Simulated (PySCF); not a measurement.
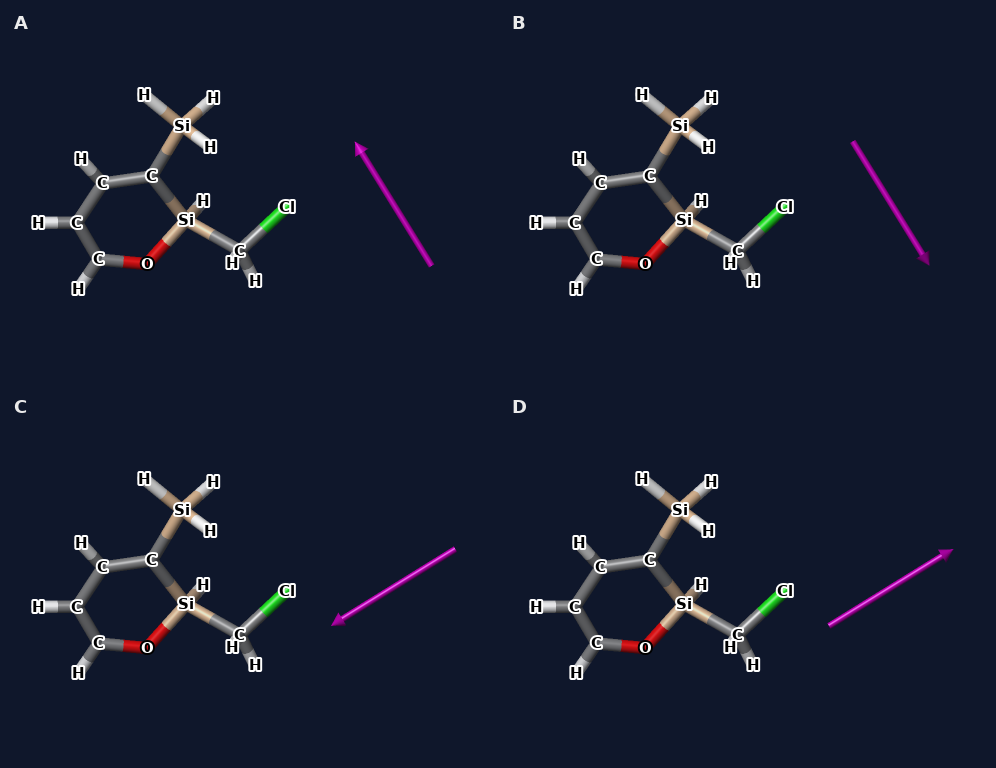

The same molecule four times, each with an arrow. The computed structure is the end point of a GFN2-xTB optimisation. No frequency run is at hand to confirm it as a minimum. Properties computed with PBE0/pcSseg-1, gas phase (PySCF 2.14.0).

Which arrow points along the dipole moment, from the negative to the positive end?

C. The dipole moment is 2.53 D.

The geometry is semi-empirical. Around Si such bond lengths and angles can be off by a tenth of an ångström or more and by several degrees, and values that hang on the shape move with them.
